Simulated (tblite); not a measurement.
## Run report: C$_{3}$H$_{5}$F$_{3}$GaN, geometry relaxation (part 4 of 4)

Continued. System: C$_{3}$H$_{5}$F$_{3}$GaN, SMILES [F][GaH2-][N+]#CCC(F)F. Method: GFN2-xTB geometry optimisation, gas phase (tblite 0.8.0). It belongs to a series of runs on one base structure; here: Al replaced by Ga.

Geometry of the input (Å):
```
F  -3.2317  -0.9038  -1.6345
Ga -2.9620  0.1833  -0.2431
N  -1.1216  0.2220  0.1593
C  0.0000  0.2610  0.3870
C  1.4347  0.2866  0.7060
C  2.2293  -0.4280  -0.3893
F  1.8789  -1.7606  -0.4440
F  3.5908  -0.3280  -0.0997
H  -3.7581  -0.3798  1.0465
H  -3.4715  1.6632  -0.5837
H  1.7597  1.3458  0.7623
H  1.6083  -0.2044  1.6814
H  2.0388  0.0433  -1.3660
```

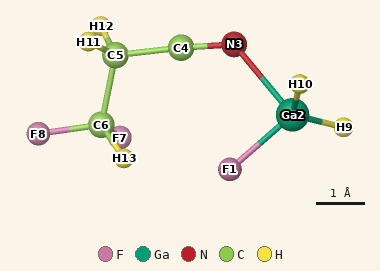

Figure 1. The geometry at step 123 of the log (ball-and-stick view, seen at a tilt; atoms are numbered from 1 in the order of the input).

Trajectory as extended XYZ, continued:
```
13
Properties=species:S:1:pos:R:3:forces:R:3 step=107 energy=-743.79107
F    -1.4909   -0.2929   -1.5562   -0.0050  -0.0030  -0.0060
Ga   -2.7126    0.1830   -0.3752    0.0040  -0.0120   0.0190
N    -1.1841    0.4057    1.1309    0.0510   0.0060  -0.0010
C    -0.0460    0.4085    0.9834   -0.0550   0.0110  -0.0150
C     1.3573    0.3882    0.7258    0.0120  -0.0010  -0.0050
C     1.6556   -0.5714   -0.4450   -0.0110   0.0130   0.0130
F     1.5657   -1.8459   -0.0244    0.0020  -0.0330   0.0210
F     2.9315   -0.3836   -0.8411    0.0310   0.0100  -0.0140
H    -3.5727   -0.9530    0.1764    0.0140  -0.0240  -0.0090
H    -3.1044    1.6550   -0.5398   -0.0100   0.0390  -0.0010
H     1.6931    1.3927    0.4502    0.0000  -0.0120  -0.0070
H     1.9128    0.0506    1.6069   -0.0140  -0.0050   0.0140
H     0.9904   -0.4364   -1.3096   -0.0190   0.0110  -0.0090
13
Properties=species:S:1:pos:R:3:forces:R:3 step=109 energy=-743.79154
F    -1.4929   -0.3020   -1.5540   -0.0070   0.0010   0.0020
Ga   -2.7142    0.1807   -0.3743    0.0080   0.0060   0.0070
N    -1.1833    0.4268    1.1288    0.0420   0.0010  -0.0060
C    -0.0452    0.4212    0.9823   -0.0330  -0.0030  -0.0180
C     1.3589    0.3855    0.7288    0.0120  -0.0080   0.0100
C     1.6531   -0.5707   -0.4456    0.0110   0.0030   0.0050
F     1.5753   -1.8476   -0.0278    0.0060   0.0000   0.0170
F     2.9256   -0.3717   -0.8501    0.0080  -0.0070  -0.0110
H    -3.5731   -0.9573    0.1759    0.0180  -0.0160  -0.0020
H    -3.1068    1.6531   -0.5463   -0.0110   0.0190   0.0010
H     1.7101    1.3867    0.4597   -0.0100  -0.0180  -0.0010
H     1.9070    0.0347    1.6102   -0.0240   0.0090   0.0060
H     0.9812   -0.4389   -1.3054   -0.0190   0.0120  -0.0110
13
Properties=species:S:1:pos:R:3:forces:R:3 step=111 energy=-743.79182
F    -1.4911   -0.3060   -1.5508   -0.0030   0.0020  -0.0010
Ga   -2.7126    0.1807   -0.3732    0.0010   0.0230  -0.0020
N    -1.1822    0.4353    1.1293   -0.0050   0.0040  -0.0080
C    -0.0446    0.4264    0.9810    0.0140  -0.0140  -0.0080
C     1.3600    0.3833    0.7312   -0.0040  -0.0030   0.0040
C     1.6509   -0.5704   -0.4461    0.0040  -0.0090   0.0010
F     1.5799   -1.8488   -0.0298    0.0010   0.0210   0.0090
F     2.9202   -0.3675   -0.8588    0.0020  -0.0050  -0.0080
H    -3.5684   -0.9605    0.1751    0.0160  -0.0090   0.0020
H    -3.1076    1.6536   -0.5537   -0.0070  -0.0050   0.0070
H     1.7165    1.3831    0.4652   -0.0030  -0.0070  -0.0040
H     1.9025    0.0289    1.6142   -0.0160   0.0010   0.0050
H     0.9721   -0.4376   -1.3013   -0.0010  -0.0010   0.0020
13
Properties=species:S:1:pos:R:3:forces:R:3 step=114 energy=-743.79209
F    -1.4975   -0.3005   -1.5543    0.0010   0.0070  -0.0060
Ga   -2.7150    0.1823   -0.3710   -0.0020   0.0100  -0.0060
N    -1.1822    0.4298    1.1246   -0.0160   0.0010  -0.0030
C    -0.0451    0.4239    0.9738    0.0160  -0.0020   0.0060
C     1.3602    0.3857    0.7280   -0.0040   0.0080  -0.0030
C     1.6550   -0.5720   -0.4447   -0.0020  -0.0010  -0.0050
F     1.5759   -1.8478   -0.0238    0.0010  -0.0040   0.0050
F     2.9266   -0.3772   -0.8538    0.0000   0.0040   0.0020
H    -3.5666   -0.9669    0.1676    0.0140   0.0010   0.0040
H    -3.1073    1.6574   -0.5358   -0.0120  -0.0060   0.0040
H     1.7134    1.3855    0.4581    0.0010  -0.0040   0.0000
H     1.8982    0.0380    1.6163    0.0020  -0.0050  -0.0020
H     0.9799   -0.4375   -1.3029    0.0030  -0.0090   0.0040
13
Properties=species:S:1:pos:R:3:forces:R:3 step=116 energy=-743.79214
F    -1.4987   -0.2991   -1.5555   -0.0020   0.0110  -0.0020
Ga   -2.7157    0.1834   -0.3710    0.0020  -0.0060  -0.0040
N    -1.1830    0.4301    1.1242    0.0010  -0.0030  -0.0020
C    -0.0458    0.4229    0.9736   -0.0040   0.0070  -0.0010
C     1.3592    0.3860    0.7269    0.0030   0.0000   0.0020
C     1.6560   -0.5726   -0.4445    0.0050  -0.0020   0.0010
F     1.5758   -1.8479   -0.0226    0.0050  -0.0080   0.0040
F     2.9288   -0.3777   -0.8508   -0.0080  -0.0010   0.0040
H    -3.5652   -0.9681    0.1670    0.0150   0.0060   0.0020
H    -3.1078    1.6582   -0.5316   -0.0150   0.0020   0.0000
H     1.7116    1.3854    0.4552    0.0000   0.0000   0.0050
H     1.8973    0.0390    1.6155    0.0040   0.0000  -0.0050
H     0.9830   -0.4392   -1.3041   -0.0040  -0.0050  -0.0040
13
Properties=species:S:1:pos:R:3:forces:R:3 step=118 energy=-743.79230
F    -1.4947   -0.2959   -1.5554   -0.0060   0.0170   0.0010
Ga   -2.7143    0.1859   -0.3723    0.0080  -0.0150  -0.0030
N    -1.1837    0.4357    1.1259    0.0300  -0.0090  -0.0040
C    -0.0461    0.4234    0.9762   -0.0430   0.0160  -0.0100
C     1.3581    0.3849    0.7269    0.0070  -0.0110   0.0030
C     1.6545   -0.5740   -0.4444    0.0110  -0.0100   0.0120
F     1.5781   -1.8493   -0.0208    0.0080   0.0000  -0.0010
F     2.9266   -0.3755   -0.8521   -0.0210  -0.0080   0.0010
H    -3.5576   -0.9707    0.1643    0.0120   0.0060   0.0030
H    -3.1130    1.6588   -0.5308   -0.0130   0.0030  -0.0020
H     1.7108    1.3835    0.4530    0.0010   0.0060   0.0110
H     1.8973    0.0374    1.6146    0.0070   0.0050  -0.0040
H     0.9795   -0.4437   -1.3027   -0.0010  -0.0030  -0.0070
13
Properties=species:S:1:pos:R:3:forces:R:3 step=120 energy=-743.79271
F    -1.4819   -0.2748   -1.5566   -0.0050   0.0280  -0.0060
Ga   -2.7087    0.1921   -0.3749    0.0050  -0.0170   0.0020
N    -1.1832    0.4411    1.1304    0.0690  -0.0120  -0.0080
C    -0.0453    0.4251    0.9803   -0.0900   0.0240  -0.0110
C     1.3577    0.3853    0.7256    0.0030  -0.0200  -0.0060
C     1.6489   -0.5800   -0.4422    0.0100  -0.0160   0.0220
F     1.5782   -1.8530   -0.0083    0.0100   0.0200  -0.0170
F     2.9185   -0.3806   -0.8575   -0.0290  -0.0150  -0.0020
H    -3.5358   -0.9827    0.1455    0.0020   0.0020   0.0110
H    -3.1307    1.6603   -0.5190   -0.0040  -0.0020  -0.0060
H     1.7081    1.3827    0.4449    0.0050   0.0100   0.0100
H     1.9015    0.0420    1.6118    0.0090   0.0060   0.0040
H     0.9683   -0.4571   -1.2977    0.0150  -0.0060   0.0080
13
Properties=species:S:1:pos:R:3:forces:R:3 step=123 energy=-743.79352
F    -1.4695   -0.2142   -1.5678    0.0060   0.0350  -0.0250
Ga   -2.7043    0.2013   -0.3770   -0.0050  -0.0070   0.0110
N    -1.1814    0.4274    1.1358    0.0170   0.0130  -0.0100
C    -0.0450    0.4281    0.9771   -0.0140  -0.0050   0.0040
C     1.3577    0.3936    0.7164   -0.0060  -0.0040  -0.0040
C     1.6447   -0.5935   -0.4340   -0.0010   0.0020  -0.0060
F     1.5686   -1.8568    0.0257    0.0030  -0.0030  -0.0160
F     2.9137   -0.4100   -0.8556    0.0050   0.0010   0.0050
H    -3.4997   -1.0096    0.1038   -0.0140  -0.0120   0.0220
H    -3.1662    1.6623   -0.4744    0.0100  -0.0130  -0.0090
H     1.7015    1.3895    0.4219    0.0010  -0.0070  -0.0140
H     1.9096    0.0670    1.6038   -0.0030   0.0030   0.0150
H     0.9659   -0.4846   -1.2933    0.0020  -0.0040   0.0260
13
Properties=species:S:1:pos:R:3:forces:R:3 step=125 energy=-743.79389
F    -1.4722   -0.1889   -1.5768    0.0060   0.0320  -0.0200
Ga   -2.7066    0.2033   -0.3772    0.0060  -0.0090   0.0100
N    -1.1820    0.4218    1.1364   -0.0610   0.0250  -0.0070
C    -0.0470    0.4303    0.9731    0.0770  -0.0230  -0.0060
C     1.3559    0.3965    0.7115    0.0030   0.0040   0.0140
C     1.6463   -0.5977   -0.4310    0.0030   0.0020  -0.0070
F     1.5669   -1.8576    0.0362    0.0000  -0.0290   0.0000
F     2.9170   -0.4196   -0.8489    0.0190   0.0100   0.0040
H    -3.4868   -1.0195    0.0982   -0.0180  -0.0100   0.0180
H    -3.1766    1.6621   -0.4595    0.0040  -0.0120  -0.0070
H     1.7003    1.3910    0.4129   -0.0060  -0.0090  -0.0190
H     1.9081    0.0746    1.6009   -0.0100   0.0090   0.0160
H     0.9723   -0.4957   -1.2934   -0.0240   0.0110   0.0010
13
Properties=species:S:1:pos:R:3:forces:R:3 step=127 energy=-743.79465
F    -1.4802   -0.1471   -1.5948    0.0010   0.0240  -0.0010
Ga   -2.7115    0.2079   -0.3785    0.0160  -0.0190   0.0070
N    -1.1830    0.4283    1.1322   -0.1380   0.0300  -0.0020
C    -0.0488    0.4347    0.9674    0.1520  -0.0320  -0.0230
C     1.3541    0.3958    0.7076    0.0190   0.0010   0.0340
C     1.6499   -0.6054   -0.4266    0.0050  -0.0100   0.0120
F     1.5742   -1.8624    0.0482    0.0030  -0.0450   0.0180
F     2.9210   -0.4251   -0.8415    0.0190   0.0090  -0.0090
H    -3.4592   -1.0356    0.1013   -0.0130   0.0090   0.0050
H    -3.2035    1.6596   -0.4475   -0.0040  -0.0170  -0.0010
H     1.7028    1.3869    0.4033   -0.0110  -0.0010  -0.0160
H     1.9032    0.0778    1.6006   -0.0120   0.0170   0.0140
H     0.9766   -0.5151   -1.2894   -0.0390   0.0330  -0.0380
13
Properties=species:S:1:pos:R:3:forces:R:3 step=129 energy=-743.79606
F    -1.4906   -0.0925   -1.6174    0.0000   0.0110   0.0170
Ga   -2.7162    0.2148   -0.3811   -0.0020  -0.0090  -0.0030
N    -1.1807    0.4589    1.1158   -0.0200   0.0070  -0.0120
C    -0.0441    0.4403    0.9617    0.0100   0.0050  -0.0030
C     1.3595    0.3879    0.7115    0.0020  -0.0090   0.0160
C     1.6528   -0.6175   -0.4202   -0.0060  -0.0160   0.0270
F     1.5943   -1.8746    0.0590    0.0120  -0.0120   0.0190
F     2.9176   -0.4241   -0.8481    0.0000  -0.0120  -0.0270
H    -3.4204   -1.0543    0.1072    0.0040   0.0300  -0.0080
H    -3.2574    1.6504   -0.4444    0.0040  -0.0370   0.0090
H     1.7147    1.3752    0.4020   -0.0050   0.0020  -0.0100
H     1.9012    0.0737    1.6099    0.0000   0.0030   0.0110
H     0.9649   -0.5376   -1.2737    0.0020   0.0370  -0.0350
13
Properties=species:S:1:pos:R:3:forces:R:3 step=132 energy=-743.79688
F    -1.4776   -0.0317   -1.6240   -0.0080   0.0070   0.0180
Ga   -2.7110    0.2188   -0.3815   -0.0040   0.0030  -0.0170
N    -1.1768    0.4582    1.1135    0.0020   0.0000  -0.0060
C    -0.0400    0.4414    0.9598   -0.0240   0.0140   0.0200
C     1.3633    0.3913    0.7082   -0.0110   0.0010  -0.0160
C     1.6485   -0.6310   -0.4115   -0.0170   0.0050  -0.0090
F     1.5886   -1.8819    0.0842    0.0030   0.0100   0.0070
F     2.9097   -0.4487   -0.8532    0.0210  -0.0070  -0.0070
H    -3.3958   -1.0743    0.0674    0.0080   0.0100   0.0010
H    -3.2896    1.6401   -0.4071    0.0090  -0.0240   0.0040
H     1.7105    1.3760    0.3803    0.0000  -0.0150  -0.0120
H     1.9093    0.0973    1.6103    0.0070  -0.0160   0.0050
H     0.9565   -0.5550   -1.2642    0.0120   0.0100   0.0130
13
Properties=species:S:1:pos:R:3:forces:R:3 step=134 energy=-743.79720
F    -1.4682    0.0301   -1.6308   -0.0080   0.0030   0.0120
Ga   -2.7080    0.2246   -0.3849    0.0030  -0.0080  -0.0060
N    -1.1778    0.4594    1.1165   -0.0140   0.0040  -0.0020
C    -0.0417    0.4455    0.9585    0.0110   0.0020   0.0070
C     1.3609    0.3940    0.7009    0.0000   0.0030   0.0090
C     1.6453   -0.6434   -0.4039    0.0030   0.0010  -0.0160
F     1.5865   -1.8874    0.1092   -0.0040   0.0070   0.0010
F     2.9067   -0.4678   -0.8497    0.0070  -0.0050   0.0040
H    -3.3597   -1.0948    0.0363    0.0070   0.0080  -0.0010
H    -3.3186    1.6304   -0.3726    0.0010  -0.0060  -0.0020
H     1.7050    1.3734    0.3546   -0.0020  -0.0090   0.0000
H     1.9114    0.1141    1.6058   -0.0040  -0.0020  -0.0150
H     0.9539   -0.5778   -1.2577    0.0000   0.0030   0.0100
13
Properties=species:S:1:pos:R:3:forces:R:3 step=136 energy=-743.79725
F    -1.4672    0.0319   -1.6300    0.0010   0.0000   0.0020
Ga   -2.7071    0.2250   -0.3857    0.0030  -0.0070   0.0020
N    -1.1786    0.4616    1.1171   -0.0070   0.0030  -0.0010
C    -0.0423    0.4459    0.9599    0.0050   0.0010   0.0010
C     1.3600    0.3934    0.7011    0.0000   0.0000   0.0030
C     1.6445   -0.6434   -0.4043    0.0040   0.0000  -0.0010
F     1.5873   -1.8872    0.1095   -0.0040   0.0020  -0.0010
F     2.9058   -0.4668   -0.8502   -0.0010  -0.0050   0.0000
H    -3.3551   -1.0946    0.0371    0.0020  -0.0020   0.0010
H    -3.3193    1.6290   -0.3750   -0.0040   0.0050  -0.0010
H     1.7043    1.3725    0.3547    0.0000  -0.0010   0.0020
H     1.9114    0.1120    1.6045   -0.0010   0.0000  -0.0030
H     0.9519   -0.5786   -1.2566    0.0010   0.0030  -0.0030
```

Results in brief:

| quantity | value |
| --- | --- |
| outcome | converged |
| total energy | −743.7973 eV |
| hardware | 1 CPU thread, shared host |
| wall time | 0.81 s |
| peak memory | 0.18 GiB |
